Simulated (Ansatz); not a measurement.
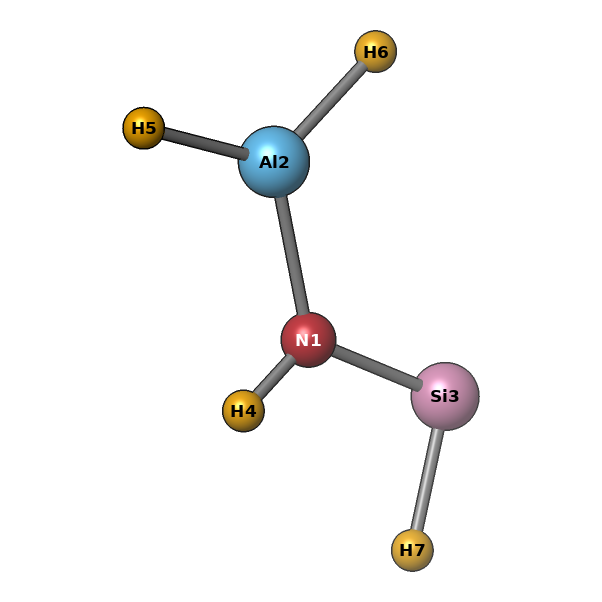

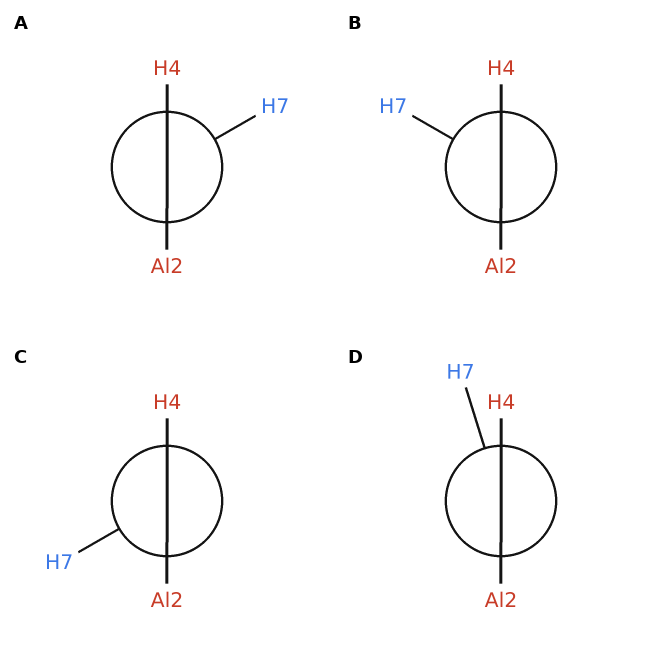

Distant atoms are faded towards the background colour. Bonds that would overlap in a projection are set slightly apart. Computed geometry: PBE0-D4/def2-TZVP optimisation. No frequency run is at hand to confirm it as a minimum.

Q: Which Newman projection shows the view along N1–Si3, with N1 in front?

A: D. The torsion angle Al2–N1–Si3–H7 is 180°, antiperiplanar (anti).
